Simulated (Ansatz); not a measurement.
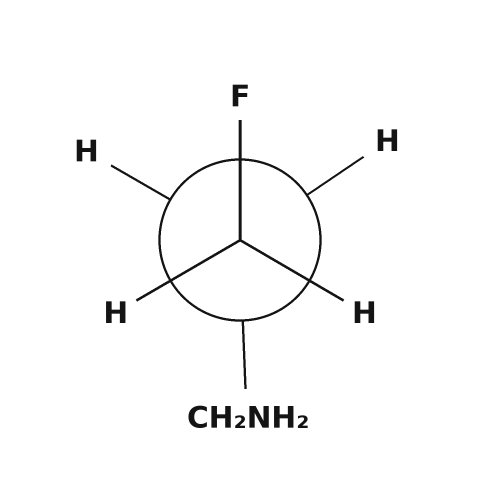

A Newman projection along the C–C bond, carbon in front; angles are drawn as computed, but eclipsed bonds slightly apart. The computed structure is the end point of a PBE-D4/def2-SVP optimisation. No frequency run is at hand to confirm it as a minimum.

Q: Which molecule is it?

A: C3H8FN, NCCCF

Q: What is the torsion angle from the front F to the back CH2NH2? The sign is positive where the front bond must turn clockwise to cover the back bond.

A: 178°, antiperiplanar (anti). The conformation about this bond is staggered.
